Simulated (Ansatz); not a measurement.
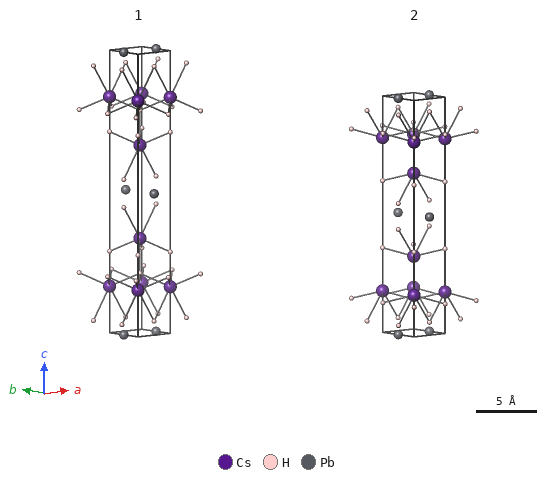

Two geometries of a crystal of Cs2H4Pb (built on the Mn2B4Mo-71 type type), drawn at one scale. One is the start of a relaxation, the other its converged end. A ball-and-stick model of the conventional cell (2 times the calculation's cell), seen from a free direction. Lengths and directions refer to the drawn axes.

Method: DFT, r2SCAN+rVV10, plane waves, PAW in Ansatz. Set-up: plane-wave cutoff 500 eV; k-point mesh 8 × 8 × 8; occupations fermi dirac; smearing width 0.03 eV; no spin polarisation; cell and atoms relaxed; force threshold 0.01 eV/Å; at most 120 steps.

Question: Which of the two is the end point?

Answer: Structure 1 is the relaxed one. The largest moves relative to the cell, 1.66 Å, are those of H atoms. By element the largest moves are H 1.66 Å, Cs 0.26 Å. Pb stays in place. The drawn cell changes as follows: a 3.420 → 3.560 Å (+4.1 %), b 4.004 → 3.624 Å (−9.5 %), c 19.868 → 23.758 Å (+19.6 %); the volume changes by +12.6 %. Some distances before and after: Cs–H 3.624 → 2.934 Å, Cs–H 2.951 → 3.271 Å, Cs–Cs 3.420 → 3.560 Å, Cs–H 2.718 → 2.772 Å. Among the angles between lasting bonds that change: H–Cs–H 99.3° → 133.3°, H–Cs–H 55.5° → 89.2°, H–Cs–H 151.3° → 132.8°. The space group stays Immm (No. 71). The energy falls by 76.6 meV per atom in 16 accepted moves (20 points after the start). The largest force component goes from 0.11 to 0.0011 eV/Å. Pressure: 0.98 GPa at the start and 0.00 GPa at the end. The line search rejected the trial steps at points 1, 14 of the run. The SCF was repeated twice at an unchanged geometry on a basis and grid sized afresh for the cell, which shifted the energy by 0.9 meV per atom at most. Cost: 4.8 min on 4 threads of Arm Neoverse V2 (shared host), peak memory 1.1 GiB.
